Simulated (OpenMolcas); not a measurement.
# I⁵⁺: multiconfigurational calculation (part 2 of 2)

The same run, continued: I⁵⁺. Method: state-averaged RASSCF, active space 2 electrons in the shells 5s 5p 5d; RAS3 5d with at most 2 electrons, basis ANO-R1, X2C scalar Hamiltonian, spin-orbit coupling by RASSI with atomic mean-field integrals (OpenMolcas).

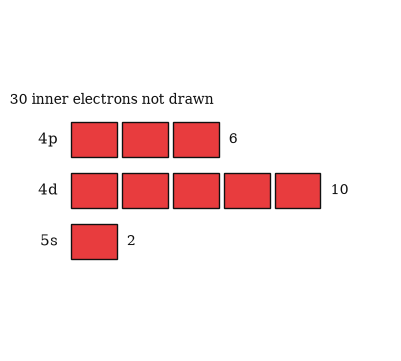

The outer shells of the leading configuration of the lowest level: a box for each of the 2l + 1 orbitals, shaded by the share of the shell that is filled, with the electron count at the right.

**Output (extracts), continued**
```
++ Dipole transition strengths (spin-free states):
   -----------------------------------------------
     for osc. strength at least  1.00000000E+00

  ( Max oscillator strength is only   0.78491890458327584      )
--
Eigenvalues of complex Hamiltonian:
   -----------------------------------
  (Shifted by EMIN (a.u.) =      -7107.3622921964)

 SO State       Relative EMIN(au)   Rel lowest level(eV)    D:o, cm**(-1)     J-value

     1            -0.0000958467        0.0000000000              0.0000         0.0
     2             0.3486354134        9.4894610166          76537.6648        -0.0
     3             0.3648707475        9.9312469617          80100.9087         0.6
     4             0.3648707475        9.9312469617          80100.9087         1.0
     5             0.3648707475        9.9312469617          80100.9087         0.6
     6             0.4080219564       11.1054511744          89571.5044         1.8
     7             0.4080219564       11.1054511744          89571.5044         2.0
     8             0.4080219564       11.1054511744          89571.5044         1.8
     9             0.4080219564       11.1054511744          89571.5044         1.1
    10             0.4080219564       11.1054511744          89571.5044         1.0
    11             0.5760435132       15.6775506535         126447.9736         0.9
    12             0.5760435132       15.6775506535         126447.9736         0.7
    13             0.5760435132       15.6775506535         126447.9736         0.6
    14             0.8599880964       23.4040763814         188766.6064        -0.0
    15             0.8928579711       24.2985112358         195980.7100         1.1
    16             0.8928579711       24.2985112358         195980.7100         1.6
    17             0.8928579711       24.2985112358         195980.7100         1.3
    18             0.8928579711       24.2985112358         195980.7100         1.9
    19             0.8928579711       24.2985112358         195980.7100         1.7
    20             0.8933984778       24.3132191743         196099.3375         0.8
    21             0.8933984778       24.3132191743         196099.3375         0.8
    22             0.8933984778       24.3132191743         196099.3375         0.7
    23             0.9485797472       25.8147780095         208210.2263         1.2
    24             0.9485797472       25.8147780095         208210.2263         1.2
    25             0.9485797472       25.8147780095         208210.2263         1.8
    26             0.9485797472       25.8147780095         208210.2263         1.8
    27             0.9485797472       25.8147780095         208210.2263         1.8
    28             1.0794236418       29.3752217633         236927.1418         0.0
Weights of the five most important spin-orbit-free states for each spin-orbit state.

 SO State  Total energy (au)           Spin-free states, spin, and weights
 -------------------------------------------------------------------------------------------------------
    1        -0.000096       4 0.0  0.9999    3 1.0  0.0000    1 1.0  0.0000    2 1.0  0.0000   10 0.0  0.0000
    2         0.348635      13 1.0  0.3333   11 1.0  0.3333   12 1.0  0.3333   16 0.0  0.0000   15 0.0  0.0000
    3         0.364871      12 1.0  0.4881   13 1.0  0.4641   11 1.0  0.0310   15 0.0  0.0089   14 0.0  0.0062
    4         0.364871      12 1.0  0.4631   11 1.0  0.4620   13 1.0  0.0580   16 0.0  0.0138   15 0.0  0.0024
    5         0.364871      11 1.0  0.4902   13 1.0  0.4610   12 1.0  0.0320   14 0.0  0.0100   15 0.0  0.0056
    6         0.408022      13 1.0  0.4853   12 1.0  0.2944   11 1.0  0.2203   15 0.0  0.0000   16 0.0  0.0000
    7         0.408022      13 1.0  0.6366   11 1.0  0.1962   12 1.0  0.1672   15 0.0  0.0000   14 0.0  0.0000
    8         0.408022      13 1.0  0.4779   11 1.0  0.3126   12 1.0  0.2094   16 0.0  0.0000   14 0.0  0.0000
    9         0.408022      12 1.0  0.4981   11 1.0  0.4722   13 1.0  0.0296   16 0.0  0.0000   14 0.0  0.0000
   10         0.408022      12 1.0  0.4975   11 1.0  0.4653   13 1.0  0.0372   16 0.0  0.0000   15 0.0  0.0000
   11         0.576044      16 0.0  0.9831   11 1.0  0.0084   12 1.0  0.0080   13 1.0  0.0005   15 0.0  0.0000
   12         0.576044      15 0.0  0.9831   13 1.0  0.0081   12 1.0  0.0060   11 1.0  0.0028   16 0.0  0.0000
```

**Results in brief**

```
                                 quantity                                                                 value
                                  outcome                                                             converged
                             lowest level                                                               5s² ¹S₀
                      first excited level                            5s 5p ³P°₀, 76,538 cm⁻¹ (measured: 85,666)
      energy of the lowest spin-free term                                                   −7107.36229 hartree
    energy of the lowest spin-orbit level                                                   −7107.36239 hartree
largest spread among components of a term                                                              0.0 cm⁻¹
                                 hardware  1 thread of Arm Neoverse V1, 24 GiB of memory available, shared host
                                wall time                                                                  18 s
```

**Remarks**

Without dynamic correlation the gaps between configurations can be off by an electronvolt or more. Limits: extra active shells serve correlation only, their own levels not computed; small basis contracted for the neutral atom, rough for a high charge; levels of higher terms that fall inside the range are not drawn; only configurations of the active space are included.
